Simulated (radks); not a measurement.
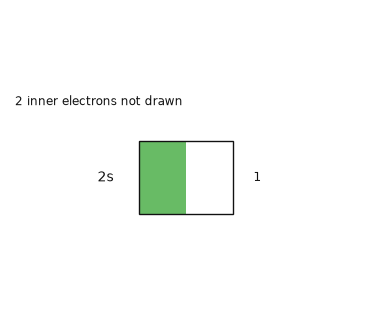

The outer shells as the input fills them: a box for each of the 2l + 1 orbitals, shaded by the share of the shell that is filled, with the electron count at the right.

# Atomic calculation, with input and output: Li

- system: Li, configuration [He] 2s1.
- method: scalar-relativistic Kohn-Sham, HCTH/407, spin-polarised, spherical densities, finite nucleus (radks)

Input:
```
Z 3
configuration [He] 2s1
relativity scalar-relativistic
functional hcth_407
spin polarised
nucleus finite rms 2.444 fm
c 137.035999084
```

Energies in input and log are in hartree, lengths in bohr (the nuclear radius in fm).

Hardware: 1 CPU thread, shared host.

Log:
```
1s      1   1.0000          -1.91516767
2s      1   1.0000          -0.12195597
1s      2   1.0000          -1.91241649
2s      2   0.0000          -0.26881429
Etot -7.496088423663916
Ekin 7.418298856614777
Encl -17.124253988157776
Eh 4.0505116564786645
Exc -1.8406449485995822
err 0.03650608596854369
it 170
```

Outcome:

| quantity | value |
| --- | --- |
| outcome | not converged |
| total energy | −7.496088 hartree |
| kinetic energy | 7.418299 hartree |
| electron–nucleus energy | −17.124254 hartree |
| Hartree energy | 4.050512 hartree |
| exchange–correlation energy | −1.840645 hartree |
| SCF iterations | 170 |
| wall time | 0.94 s |

Diagnosis:

The run did not meet its convergence test in 170 iterations, so its last values are not results.
